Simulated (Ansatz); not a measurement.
Reaction (SMILES): FC(F)(F)F → F[C](F)F + F atom
B3LYP-D3(BJ)/def2-TZVP geometries, fixed; electronic energies without zero-point terms.

Basis-set convergence of the bond dissociation energy at PBE0 with Ansatz (a program for electronic structure). All functions are spherical. The program fits the integrals of some runs and decomposes those of others, by size. Open shells are unrestricted. No added dispersion term, no relativity. Functions are those of the species that has most. Reference: the value in aug-cc-pVQZ, 127.83 kcal/mol, itself unsure by roughly 0.11 kcal/mol (its mean distance from def2-QZVPPD, pcseg-3, def2-QZVPP). Deviations are taken from unrounded values.

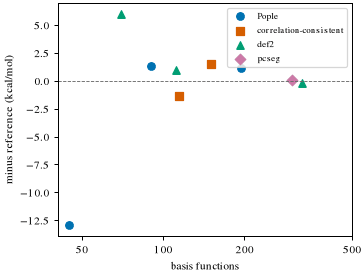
*Deviation from the reference against the number of basis functions, by family of sets.*

```
basis              functions  bond dissociation energy (kcal/mol)  minus reference (kcal/mol)
-----------------  ---------  -----------------------------------  --------------------------
6-31G                     45                               114.86                      -12.97
def2-SVP                  70                               133.81                        5.98
6-311G**                  90                               129.18                        1.35
def2-SVPD                112                               128.83                        1.00
aug-cc-pVDZ              115                               126.50                       -1.33
cc-pVTZ                  150                               129.33                        1.50
6-311++G(3df,3pd)        195                               129.01                        1.18
pcseg-3                  300                               127.91                        0.08
def2-QZVPPD              327                               127.59                       -0.24
```
